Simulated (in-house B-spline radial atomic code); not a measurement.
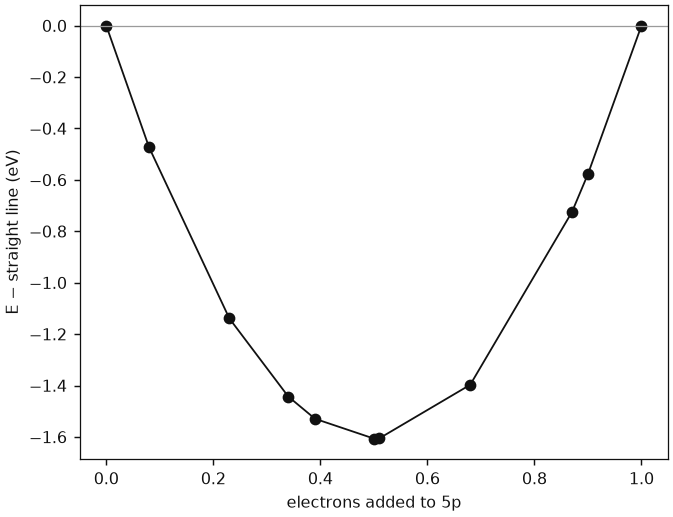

The calculation used an in-house B-spline radial code at this level: non-relativistic PBEsol, spin-polarised, spherical fractional occupations, point nucleus, basis-set limit. The occupation of the 5p shell is varied from Ce⁶⁺ ([Kr] 4d10 5s2 5p4 (high spin)) to Ce⁵⁺ ([Kr] 4d10 5s2 5p5 (high spin)), with spherical fractional occupations. The plot shows the total energy less the straight line between the end points.

Q: What does the shape say about the method?

A: The curve is convex (below the straight line), with the largest deviation among the points computed, −1.61 eV, at 0.5. The end points differ by 78.6 eV, the energy to take the electron out. Convexity is the mark of the delocalisation error, which puts fractional charges too low; for p, d and f shells the spherical spreading of the fraction adds to it.
